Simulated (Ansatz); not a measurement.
System: C4H12Sn (SnH3(nBu)).

```yaml
atoms:
  - { symbol: Sn, position_ang: [1.3813, 1.9389, 1.6239] }
  - { symbol: H, position_ang: [1.3762, 1.9571, 3.3554] }
  - { symbol: H, position_ang: [3.0215, 1.9729, 1.0672] }
  - { symbol: H, position_ang: [0.5741, 3.3584, 1.0462] }
  - { symbol: C, position_ang: [0.3821, 0.1549, 0.8644] }
  - { symbol: C, position_ang: [0.3560, 0.0722, -0.6661] }
  - { symbol: C, position_ang: [-0.3016, -1.2051, -1.2193] }
  - { symbol: C, position_ang: [-1.7931, -1.3392, -0.9056] }
  - { symbol: H, position_ang: [0.9090, -0.7200, 1.3020] }
  - { symbol: H, position_ang: [-0.6409, 0.1596, 1.2948] }
  - { symbol: H, position_ang: [-0.1747, 0.9586, -1.0827] }
  - { symbol: H, position_ang: [1.3943, 0.1334, -1.0599] }
  - { symbol: H, position_ang: [-0.1558, -1.2267, -2.3215] }
  - { symbol: H, position_ang: [0.2450, -2.0915, -0.8257] }
  - { symbol: H, position_ang: [-2.2222, -2.2538, -1.3624] }
  - { symbol: H, position_ang: [-1.9852, -1.3984, 0.1854] }
  - { symbol: H, position_ang: [-2.3659, -0.4714, -1.2962] }
```

Geometry: PBE-D4/def2-SVP; core potentials replace the inner electrons of Sn.

These are results of RKS PBE0-D4/def2-TZVP in Ansatz, not measurements.

**Predict the electron density and electron localisation function between the atoms.**

C–C (1.53 Å): ρ at the midpoint is about 1.6 e/Å³; the ELF peaks at about 0.95 between the atoms (localised, covalent bonding).
C–Sn (2.18 Å): ρ at the midpoint is about 0.68 e/Å³; the ELF peaks at about 0.90 in the valence shell of C, 0.7 Å from its nucleus, and drops to about 0.20 between the two atoms.
C–H (1.11 Å): ρ is about 1.9 e/Å³ halfway; the ELF climbs to about 1 towards the hydrogen, as it does in any bond to H (a covalent bond by its length).
Sn–H (1.73 Å): ρ at the midpoint is about 1.1 e/Å³; the ELF climbs to about 1 towards the hydrogen.

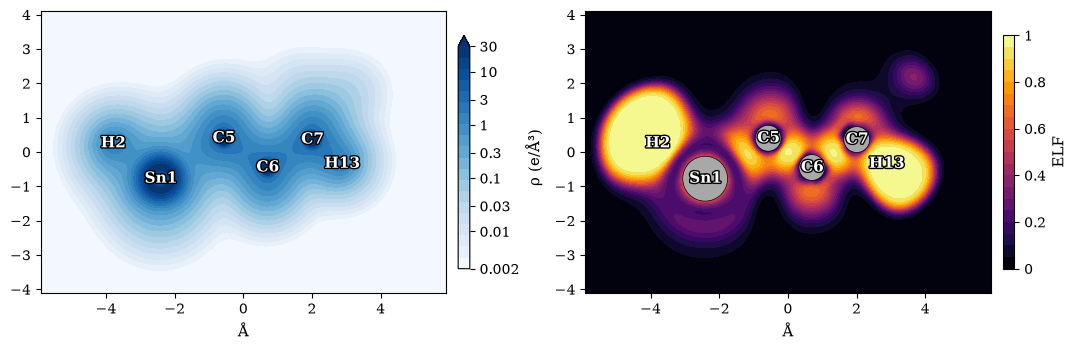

Computed electron density and electron localisation function on the plane of atoms Sn1, C5 and C6, in this order. Grey discs cover the atomic cores in the ELF map. 
